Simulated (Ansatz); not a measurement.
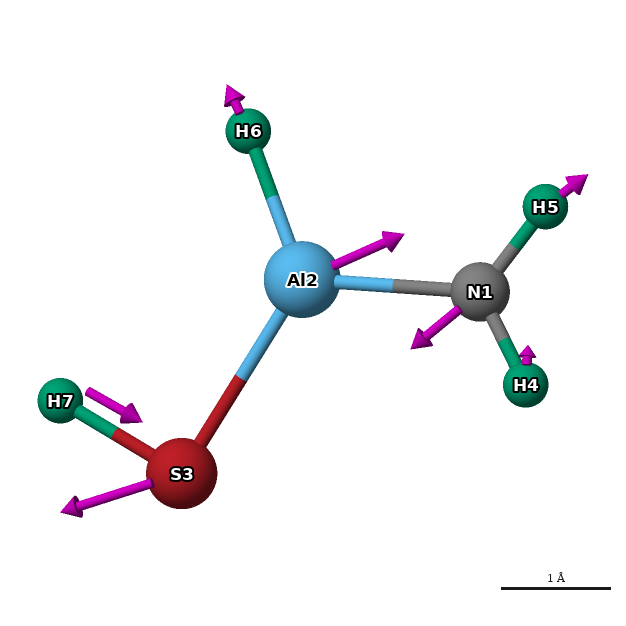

Arrows show the forces on the atoms, 0.5 Å of arrow for 1 eV/Å; forces under a tenth of the largest aren't drawn. Level of theory: RHF-CCSD(T) (frozen core)/def2-TZVPP (Ansatz 0.2.0).

On which atom is the force largest, and how large is it?

Answer. On S3: 1.87 eV/Å.

List the force components in the frame of the picture (x right, y up, z towards the viewer), in eV/Å.

| atom | Fx | Fy | Fz |
| --- | --- | --- | --- |
| N1 | −0.91 | −0.75 | −0.21 |
| Al2 | 1.33 | 0.59 | 0.37 |
| S3 | −1.70 | −0.54 | −0.54 |
| H4 | 0.02 | 0.37 | −0.06 |
| H5 | 0.50 | 0.38 | 0.15 |
| H6 | −0.25 | 0.53 | −0.15 |
| H7 | 1.02 | −0.57 | 0.44 |
